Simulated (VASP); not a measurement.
The compound is ZnP (space group P-3m1, No. 164), taken as a model structure set up as the input of an electronic-structure calculation (not necessarily at equilibrium).

```cif
data_structure
_symmetry_space_group_name_H-M 'P 1'
_symmetry_Int_Tables_number 1
_cell_length_a 4.3625
_cell_length_b 4.3625
_cell_length_c 5.0293
_cell_angle_alpha 90.000
_cell_angle_beta 90.000
_cell_angle_gamma 120.000
_cell_volume 82.89
loop_
_atom_site_label
_atom_site_type_symbol
_atom_site_fract_x
_atom_site_fract_y
_atom_site_fract_z
_atom_site_occupancy
Zn1 Zn 0.00000 0.00000 0.00000 1
Zn2 Zn 0.00000 0.00000 0.50000 1
P1 P 0.33333 0.66667 0.61569 1
P2 P 0.66667 0.33333 0.38431 1
```

Describe the stacking along c, with columns A (0, 0), B (1/3, 2/3), C (2/3, 1/3) of the hexagonal mesh.

Zn(A) – P(C) – Zn(A) – P(B) (four layers in 5.03 Å).

P layers alone: CB, the hexagonal type.

Zn: two octahedral sites in each hexagonal cell.

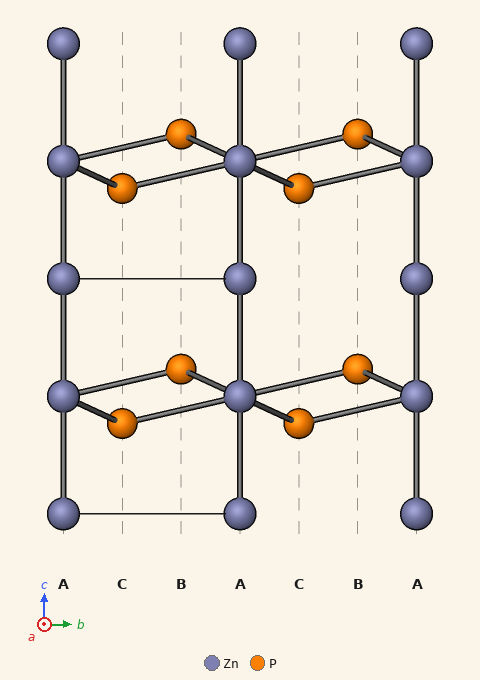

The picture looks along a close-packed row of the hexagonal mesh; c points upwards. The dashed lines mark the three columns A (0, 0), B (1/3, 2/3) and C (2/3, 1/3). The sequence starts with the first layer at or above the cell's origin.
